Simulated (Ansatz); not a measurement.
# CH4Si (triplet): wB97M-V, B2PLYP, RPA-PBE over vertical spin and charge gaps and displaced geometries, cc-pVDZ, part 2 of 2

Ansatz 0.2.0, Gaussian basis; cc-pVDZ, all electrons in the functionals, frozen cores in the correlation of double hybrids and RPA.

## Step 13: B2PLYP, charge 1, quartet

File in.yaml:

```yaml
crystal:
  periodic: [false, false, false]
  atoms:
    - {symbol: Si, position_ang: [0.000000, 0.015493, 0.520743]}
    - {symbol: C, position_ang: [0.000000, -0.067882, -1.284914]}
    - {symbol: H, position_ang: [0.000009, 1.432439, 0.982077]}
    - {symbol: H, position_ang: [1.207154, -0.663745, 1.063509]}
    - {symbol: H, position_ang: [-1.207163, -0.663730, 1.063509]}
    - {symbol: H, position_ang: [0.000002, 0.272219, -2.308057]}
basis:
  gaussian: {orbitals: cc-pVDZ}
total_charge: 1
magnetization: {spin_polarized: true, initial_magnetization: 3}
hamiltonian: {xc: {name: B2PLYP}}
correlation: {electrons: outside_noble_gas}
```

Started as:

```sh
> ansatz run in.yaml --threads 1 --pin off --events-out ev --progress --plain --max-ram 2393MiB
```

The program printed (excerpt; [...] marks lines left out):

```text
Functional definition: B2PLYP
  name "B2PLYP"
  cite "Grimme, J. Chem. Phys. 124, 034108 (2006) doi:10.1063/1.2148954"
  cite "Becke, Phys. Rev. A 38, 3098 (1988) doi:10.1103/PhysRevA.38.3098"
  cite "Lee, Yang & Parr, Phys. Rev. B 37, 785 (1988) doi:10.1103/PhysRevB.37.785"
[...]
488 factors; integrals over basis functions are off by at most 9.7e-4 eV
[...]
mean field -8957.06387123 eV, -329.1660259518 hartree, gradient 1.4e-6 eV, S^2 3.787799; 7 other end points of the search recorded, 0 dependent functions left out
6 core orbitals not correlated: weight in the atoms' cores, before any rotation towards them, 1.000 or more for the frozen orbitals, at most 0.000 for the correlated occupied ones
reference -8957.06399900 eV, -329.1660306473 hartree; 7, 4 occupied and 39, 42 virtual orbitals, 488 factors
second order -5.75947949 eV of doubles, -0.00000000 eV of singles
Total energy: -8958.61905847 eV, -329.2231780285 hartree
```

It took 9.5 s on 1 thread of Arm Neoverse V1, shared host.

From the report: ⟨S²⟩ of the determinant 3.788 (pure quartet: 3.75).

From charge 0, triplet: +284.9 kcal/mol.

## Step 14: B2PLYP, displaced geometry v1

File in.yaml:

```yaml
crystal:
  periodic: [false, false, false]
  atoms:
    - {symbol: Si, position_ang: [0.003444, 0.019805, 0.528151]}
    - {symbol: C, position_ang: [0.002611, -0.079712, -1.288659]}
    - {symbol: H, position_ang: [0.050576, 1.479919, 0.935719]}
    - {symbol: H, position_ang: [1.154956, -0.679073, 1.046954]}
    - {symbol: H, position_ang: [-1.301745, -0.662892, 0.995465]}
    - {symbol: H, position_ang: [-0.030876, 0.260045, -2.338917]}
basis:
  gaussian: {orbitals: cc-pVDZ}
magnetization: {spin_polarized: true, initial_magnetization: 2}
hamiltonian: {xc: {name: B2PLYP}}
correlation: {electrons: outside_noble_gas}
```

Same command.

The program printed (excerpt; [...] marks lines left out):

```text
Functional definition: B2PLYP
  name "B2PLYP"
  cite "Grimme, J. Chem. Phys. 124, 034108 (2006) doi:10.1063/1.2148954"
  cite "Becke, Phys. Rev. A 38, 3098 (1988) doi:10.1103/PhysRevA.38.3098"
  cite "Lee, Yang & Parr, Phys. Rev. B 37, 785 (1988) doi:10.1103/PhysRevB.37.785"
[...]
488 factors; integrals over basis functions are off by at most 9.7e-4 eV
[...]
mean field -8969.17369414 eV, -329.6110537352 hartree, gradient 3.7e-6 eV, S^2 2.014266; 0 other end points of the search recorded, 0 dependent functions left out
6 core orbitals not correlated: weight in the atoms' cores, before any rotation towards them, 1.000 or more for the frozen orbitals, at most 0.000 for the correlated occupied ones
reference -8969.17383447 eV, -329.6110588925 hartree; 7, 5 occupied and 39, 41 virtual orbitals, 488 factors
second order -6.43023959 eV of doubles, -0.00000000 eV of singles
Total energy: -8970.90999916 eV, -329.6748617680 hartree
```

It took 2 s on 1 thread of Arm Neoverse V1, shared host.

From the report: ⟨S²⟩ of the determinant 2.014 (pure triplet: 2.00).

From charge 0, triplet: +1.5 kcal/mol.

## Step 15: B2PLYP, displaced geometry v2

File in.yaml:

```yaml
crystal:
  periodic: [false, false, false]
  atoms:
    - {symbol: Si, position_ang: [0.048902, 0.019610, 0.520294]}
    - {symbol: C, position_ang: [-0.115972, -0.055391, -1.273769]}
    - {symbol: H, position_ang: [-0.039351, 1.412506, 0.985042]}
    - {symbol: H, position_ang: [1.250914, -0.738941, 1.084688]}
    - {symbol: H, position_ang: [-1.266461, -0.758073, 0.981805]}
    - {symbol: H, position_ang: [0.074228, 0.198146, -2.370795]}
basis:
  gaussian: {orbitals: cc-pVDZ}
magnetization: {spin_polarized: true, initial_magnetization: 2}
hamiltonian: {xc: {name: B2PLYP}}
correlation: {electrons: outside_noble_gas}
```

The command is unchanged.

The program printed (excerpt; [...] marks lines left out):

```text
Functional definition: B2PLYP
  name "B2PLYP"
  cite "Grimme, J. Chem. Phys. 124, 034108 (2006) doi:10.1063/1.2148954"
  cite "Becke, Phys. Rev. A 38, 3098 (1988) doi:10.1103/PhysRevA.38.3098"
  cite "Lee, Yang & Parr, Phys. Rev. B 37, 785 (1988) doi:10.1103/PhysRevB.37.785"
[...]
488 factors; integrals over basis functions are off by at most 9.5e-4 eV
[...]
mean field -8969.02480077 eV, -329.6055820048 hartree, gradient 6.2e-6 eV, S^2 2.014302; 0 other end points of the search recorded, 0 dependent functions left out
6 core orbitals not correlated: weight in the atoms' cores, before any rotation towards them, 1.000 or more for the frozen orbitals, at most 0.000 for the correlated occupied ones
reference -8969.02494328 eV, -329.6055872421 hartree; 7, 5 occupied and 39, 41 virtual orbitals, 488 factors
second order -6.48319364 eV of doubles, -0.00000000 eV of singles
Total energy: -8970.77540556 eV, -329.6699155444 hartree
```

Wall time 2 s (1 thread of Arm Neoverse V1, shared host).

From the report: ⟨S²⟩ of the determinant 2.014 (pure triplet: 2.00).

From charge 0, triplet: +4.6 kcal/mol.

## Step 16: RPA-PBE, charge 0, triplet

File in.yaml:

```yaml
crystal:
  periodic: [false, false, false]
  atoms:
    - {symbol: Si, position_ang: [0.000000, 0.015493, 0.520743]}
    - {symbol: C, position_ang: [0.000000, -0.067882, -1.284914]}
    - {symbol: H, position_ang: [0.000009, 1.432439, 0.982077]}
    - {symbol: H, position_ang: [1.207154, -0.663745, 1.063509]}
    - {symbol: H, position_ang: [-1.207163, -0.663730, 1.063509]}
    - {symbol: H, position_ang: [0.000002, 0.272219, -2.308057]}
basis:
  gaussian: {orbitals: cc-pVDZ}
magnetization: {spin_polarized: true, initial_magnetization: 2}
hamiltonian: {xc: {name: PBE}}
correlation: {method: rpa, electrons: outside_noble_gas}
```

Launched as before.

The program printed (excerpt; [...] marks lines left out):

```text
Functional definition: PBE
  name "PBE"
  cite "Perdew, Burke & Ernzerhof, Phys. Rev. Lett. 77, 3865 (1996) doi:10.1103/PhysRevLett.77.3865"
  parent pbe
[...]
488 factors; integrals over basis functions are off by at most 9.7e-4 eV
[...]
mean field -8969.91082325 eV, -329.6381427305 hartree, gradient 2.4e-6 eV, S^2 2.008188; 0 other end points of the search recorded, 0 dependent functions left out
6 core orbitals not correlated: weight in the atoms' cores, before any rotation towards them, 1.000 or more for the frozen orbitals, at most 0.000 for the correlated occupied ones
reference -8952.83038527 eV, -329.0104482124 hartree; 7, 5 occupied and 39, 41 virtual orbitals, 488 factors
Total energy: -8963.50159026 eV, -329.4026077624 hartree
```

Run time: 1.6 s. Hardware: 1 thread of Arm Neoverse V1, shared host.

From the report: ⟨S²⟩ of the determinant 2.008 (pure triplet: 2.00).

## Step 17: RPA-PBE, charge 0, singlet

in.yaml, as its differences from that of step 16:

```diff
@@ -11,3 +11,3 @@
   gaussian: {orbitals: cc-pVDZ}
-magnetization: {spin_polarized: true, initial_magnetization: 2}
+magnetization: {spin_polarized: true, initial_magnetization: 0}
 hamiltonian: {xc: {name: PBE}}
```

Launched as before.

The program printed (excerpt; [...] marks lines left out):

```text
Functional definition: PBE
  name "PBE"
  cite "Perdew, Burke & Ernzerhof, Phys. Rev. Lett. 77, 3865 (1996) doi:10.1103/PhysRevLett.77.3865"
  parent pbe
[...]
488 factors; integrals over basis functions are off by at most 9.7e-4 eV
[...]
mean field -8969.45787613 eV, -329.6214972310 hartree, gradient 1.3e-10 eV, S^2 0.999877; 11 other end points of the search recorded, 0 dependent functions left out
6 core orbitals not correlated: weight in the atoms' cores, before any rotation towards them, 1.000 or more for the frozen orbitals, at most 0.000 for the correlated occupied ones
reference -8952.03722675 eV, -328.9813001742 hartree; 6, 6 occupied and 40, 40 virtual orbitals, 488 factors
Total energy: -8962.98250443 eV, -329.3835317101 hartree
```

Wall time 26 s (1 thread of Arm Neoverse V1, shared host).

From the report: ⟨S²⟩ of the determinant 1.000 (pure singlet: 0.00). The determinant is far from a pure spin state, so its energy mixes those of several spin states (harmless only where they are near-degenerate, as at dissociation).

From charge 0, triplet: +12.0 kcal/mol.

## Step 18: RPA-PBE, charge 0, quintet

in.yaml, as its differences from that of step 17:

```diff
@@ -11,3 +11,3 @@
   gaussian: {orbitals: cc-pVDZ}
-magnetization: {spin_polarized: true, initial_magnetization: 0}
+magnetization: {spin_polarized: true, initial_magnetization: 4}
 hamiltonian: {xc: {name: PBE}}
```

Launched as before.

The program printed (excerpt; [...] marks lines left out):

```text
Functional definition: PBE
  name "PBE"
  cite "Perdew, Burke & Ernzerhof, Phys. Rev. Lett. 77, 3865 (1996) doi:10.1103/PhysRevLett.77.3865"
  parent pbe
[...]
488 factors; integrals over basis functions are off by at most 9.7e-4 eV
[...]
mean field -8961.52806723 eV, -329.3300821289 hartree, gradient 1.6e-6 eV, S^2 6.008623; 12 other end points of the search recorded, 0 dependent functions left out
6 core orbitals not correlated: weight in the atoms' cores, before any rotation towards them, 1.000 or more for the frozen orbitals, at most 0.000 for the correlated occupied ones
reference -8943.23327756 eV, -328.6577610092 hartree; 8, 4 occupied and 38, 42 virtual orbitals, 488 factors
Total energy: -8954.79034024 eV, -329.0824752288 hartree
```

Wall time 13 s (1 thread of Arm Neoverse V1, shared host).

From the report: ⟨S²⟩ of the determinant 6.009 (pure quintet: 6.00).

From charge 0, triplet: +200.9 kcal/mol.

## Step 19: RPA-PBE, charge 1, doublet

in.yaml, as its differences from that of step 18:

```diff
@@ -11,3 +11,4 @@
   gaussian: {orbitals: cc-pVDZ}
-magnetization: {spin_polarized: true, initial_magnetization: 4}
+total_charge: 1
+magnetization: {spin_polarized: true, initial_magnetization: 1}
 hamiltonian: {xc: {name: PBE}}
```

Launched as before.

The program printed (excerpt; [...] marks lines left out):

```text
Functional definition: PBE
  name "PBE"
  cite "Perdew, Burke & Ernzerhof, Phys. Rev. Lett. 77, 3865 (1996) doi:10.1103/PhysRevLett.77.3865"
  parent pbe
[...]
488 factors; integrals over basis functions are off by at most 9.7e-4 eV
[...]
mean field -8960.53676616 eV, -329.2936524864 hartree, gradient 5.3e-6 eV, S^2 0.766560; 9 other end points of the search recorded, 0 dependent functions left out
6 core orbitals not correlated: weight in the atoms' cores, before any rotation towards them, 1.000 or more for the frozen orbitals, at most 0.000 for the correlated occupied ones
reference -8943.04491941 eV, -328.6508389749 hartree; 6, 5 occupied and 40, 41 virtual orbitals, 488 factors
Total energy: -8954.07786230 eV, -329.0562921474 hartree
```

Run time: 10 s. Hardware: 1 thread of Arm Neoverse V1, shared host.

From the report: ⟨S²⟩ of the determinant 0.767 (pure doublet: 0.75).

From charge 0, triplet: +217.3 kcal/mol.

## Step 20: RPA-PBE, charge 1, quartet

in.yaml, as its differences from that of step 19:

```diff
@@ -12,3 +12,3 @@
 total_charge: 1
-magnetization: {spin_polarized: true, initial_magnetization: 1}
+magnetization: {spin_polarized: true, initial_magnetization: 3}
 hamiltonian: {xc: {name: PBE}}
```

The command is unchanged.

The program printed (excerpt; [...] marks lines left out):

```text
Functional definition: PBE
  name "PBE"
  cite "Perdew, Burke & Ernzerhof, Phys. Rev. Lett. 77, 3865 (1996) doi:10.1103/PhysRevLett.77.3865"
  parent pbe
[...]
488 factors; integrals over basis functions are off by at most 9.7e-4 eV
[...]
mean field -8957.93118362 eV, -329.1978990943 hartree, gradient 2.0e-6 eV, S^2 3.762024; 11 other end points of the search recorded, 0 dependent functions left out
6 core orbitals not correlated: weight in the atoms' cores, before any rotation towards them, 1.000 or more for the frozen orbitals, at most 0.000 for the correlated occupied ones
reference -8940.65000717 eV, -328.5628275733 hartree; 7, 4 occupied and 39, 42 virtual orbitals, 488 factors
Total energy: -8951.53755426 eV, -328.9629375488 hartree
```

Wall time 9 s (1 thread of Arm Neoverse V1, shared host).

From the report: ⟨S²⟩ of the determinant 3.762 (pure quartet: 3.75).

From charge 0, triplet: +275.9 kcal/mol.

## Step 21: RPA-PBE, displaced geometry v1

File in.yaml:

```yaml
crystal:
  periodic: [false, false, false]
  atoms:
    - {symbol: Si, position_ang: [0.003444, 0.019805, 0.528151]}
    - {symbol: C, position_ang: [0.002611, -0.079712, -1.288659]}
    - {symbol: H, position_ang: [0.050576, 1.479919, 0.935719]}
    - {symbol: H, position_ang: [1.154956, -0.679073, 1.046954]}
    - {symbol: H, position_ang: [-1.301745, -0.662892, 0.995465]}
    - {symbol: H, position_ang: [-0.030876, 0.260045, -2.338917]}
basis:
  gaussian: {orbitals: cc-pVDZ}
magnetization: {spin_polarized: true, initial_magnetization: 2}
hamiltonian: {xc: {name: PBE}}
correlation: {method: rpa, electrons: outside_noble_gas}
```

Same command.

The program printed (excerpt; [...] marks lines left out):

```text
Functional definition: PBE
  name "PBE"
  cite "Perdew, Burke & Ernzerhof, Phys. Rev. Lett. 77, 3865 (1996) doi:10.1103/PhysRevLett.77.3865"
  parent pbe
[...]
488 factors; integrals over basis functions are off by at most 9.7e-4 eV
[...]
mean field -8969.86641602 eV, -329.6365107950 hartree, gradient 7.8e-6 eV, S^2 2.008470; 0 other end points of the search recorded, 0 dependent functions left out
6 core orbitals not correlated: weight in the atoms' cores, before any rotation towards them, 1.000 or more for the frozen orbitals, at most 0.000 for the correlated occupied ones
reference -8952.75442693 eV, -329.0076567949 hartree; 7, 5 occupied and 39, 41 virtual orbitals, 488 factors
Total energy: -8963.45403688 eV, -329.4008602079 hartree
```

It took 1.5 s on 1 thread of Arm Neoverse V1, shared host.

From the report: ⟨S²⟩ of the determinant 2.008 (pure triplet: 2.00).

From charge 0, triplet: +1.1 kcal/mol.

## Step 22: RPA-PBE, displaced geometry v2

File in.yaml:

```yaml
crystal:
  periodic: [false, false, false]
  atoms:
    - {symbol: Si, position_ang: [0.048902, 0.019610, 0.520294]}
    - {symbol: C, position_ang: [-0.115972, -0.055391, -1.273769]}
    - {symbol: H, position_ang: [-0.039351, 1.412506, 0.985042]}
    - {symbol: H, position_ang: [1.250914, -0.738941, 1.084688]}
    - {symbol: H, position_ang: [-1.266461, -0.758073, 0.981805]}
    - {symbol: H, position_ang: [0.074228, 0.198146, -2.370795]}
basis:
  gaussian: {orbitals: cc-pVDZ}
magnetization: {spin_polarized: true, initial_magnetization: 2}
hamiltonian: {xc: {name: PBE}}
correlation: {method: rpa, electrons: outside_noble_gas}
```

Same command.

The program printed (excerpt; [...] marks lines left out):

```text
Functional definition: PBE
  name "PBE"
  cite "Perdew, Burke & Ernzerhof, Phys. Rev. Lett. 77, 3865 (1996) doi:10.1103/PhysRevLett.77.3865"
  parent pbe
[...]
488 factors; integrals over basis functions are off by at most 9.5e-4 eV
[...]
mean field -8969.78095611 eV, -329.6333702013 hartree, gradient 5.2e-6 eV, S^2 2.008414; 0 other end points of the search recorded, 0 dependent functions left out
6 core orbitals not correlated: weight in the atoms' cores, before any rotation towards them, 1.000 or more for the frozen orbitals, at most 0.000 for the correlated occupied ones
reference -8952.55789290 eV, -329.0004343024 hartree; 7, 5 occupied and 39, 41 virtual orbitals, 488 factors
Total energy: -8963.33564676 eV, -329.3965094513 hartree
```

Wall time 1.6 s (1 thread of Arm Neoverse V1, shared host).

From the report: ⟨S²⟩ of the determinant 2.008 (pure triplet: 2.00).

From charge 0, triplet: +3.8 kcal/mol.

## Step 23: Against the wave-function levels

The yardstick is UCCSDT(Q), where the cluster series has nearly closed. It comes from earlier runs at the same points. Energies in kcal/mol, counted from charge 0, triplet; blanks weren't run or aren't comparable.

```tsv
level	triplet to singlet	triplet to quintet	ionisation to the doublet cation	ionisation to the quartet cation	displacement v1	displacement v2
UCCSDT(Q)		212.6	218.7	285.9	1.3	4.3
wB97M-V	15.1	210.8	220.4	285.8	1.5	4.6
B2PLYP	11.3	209.7	218.7	284.9	1.5	4.6
RPA-PBE	12.0	200.9	217.3	275.9	1.1	3.8
```

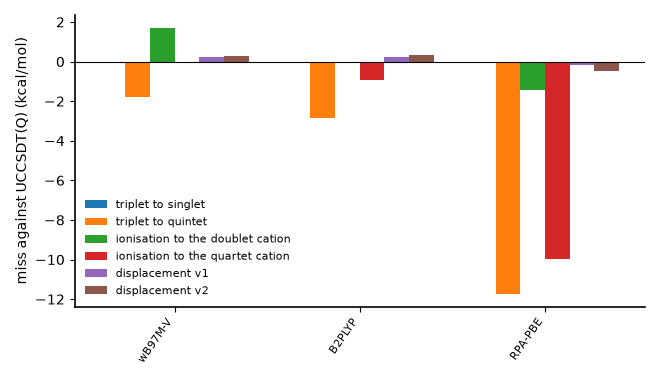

Misses of the gaps against UCCSDT(Q).

Largest miss and mean time a point (UCCSDT(Q) took 2.3 min a point; shared hosts):

```tsv
level	largest miss (kcal/mol)	where	time a point
wB97M-V	-1.8	triplet to quintet	18 s
B2PLYP	-2.9	triplet to quintet	6.4 s
RPA-PBE	-11.7	triplet to quintet	8.9 s
```

## Step 24: Summary of results

This closing draws on all 2 parts.

```
                                   quantity                                value
              triplet to quintet, UCCSDT(Q)                       212.6 kcal/mol
ionisation to the doublet cation, UCCSDT(Q)                       218.7 kcal/mol
ionisation to the quartet cation, UCCSDT(Q)                       285.9 kcal/mol
                 displacement v1, UCCSDT(Q)                         1.3 kcal/mol
                 displacement v2, UCCSDT(Q)                         4.3 kcal/mol
                      largest miss, wB97M-V   -1.8 kcal/mol (triplet to quintet)
                       largest miss, B2PLYP   -2.9 kcal/mol (triplet to quintet)
                      largest miss, RPA-PBE  -11.7 kcal/mol (triplet to quintet)
```

Misses are known at 5 of 6 points at best, and only functionals with that many are ranked. Of the functionals, wB97M-V keep the smallest largest miss at the points compared (at most 1.8 kcal/mol) and RPA-PBE strays most (11.7 kcal/mol, at triplet to quintet). wB97M-V, B2PLYP, RPA-PBE clearly break the spin symmetry at some points (⟨S²⟩ up to 1.01 above the pure value), so energy there is bought with a mixed spin. Functionals and the yardstick converge differently with the basis, so part of each miss in cc-pVDZ is the basis. The program flags that the yardstick's amplitudes may have other solutions at some points.
